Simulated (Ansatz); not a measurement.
# r2SCAN work function of a third face of V from its PBE value

PBE and r2SCAN are run on the same slabs. If the two track each other from face to face, two faces calibrate the third.

How it was computed: Ansatz 0.2.0, plane waves with PAW datasets (its set soft_2) at their recommended cutoffs; symmetric slabs of 7 layers (11 for bcc (111)) cut at the tabulated experimental lattice constant, atoms at bulk places, 18 Å of vacuum, k-spacing 0.16 Å⁻¹ (2π included), Fermi-Dirac smearing of 0.1 eV, SCF threshold 1e-9 eV. The work function is the vacuum level less the Fermi level.

```tsv
run	PBE (eV)	r2SCAN (eV)
V(111)	3.483	3.480
V(100)	3.857	?
V(110)	4.775	4.891
```

**Question.** What value belongs in the row marked “?”, and how far can the other rows tell?

Two rows fix a line: slope = (4.891 − 3.480) / (4.775 − 3.483) = 1.0921, intercept −0.3238. At 3.857 it gives 1.0921 × 3.857 + (−0.3238) = 3.888 eV. Rounding of the rows alone allows about ±0.001 eV there; two rows can't show whether the line holds.

The run itself gives 3.864 eV: a miss of −0.024 eV. The plain offset, r2SCAN less PBE, runs from −0.003 to +0.116 eV over the three faces.

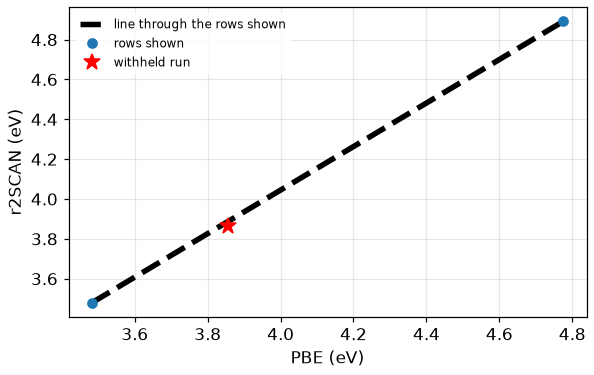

The fit and the withheld run.

**Limits.** Unrelaxed, unreconstructed faces at one geometry; neither value is a test against experiment.

[Logs are printed without paths, hosts, clocks, repeated set-up lines and the standing remarks that a program may print on its own settings, such as how far it seeks lower states.]
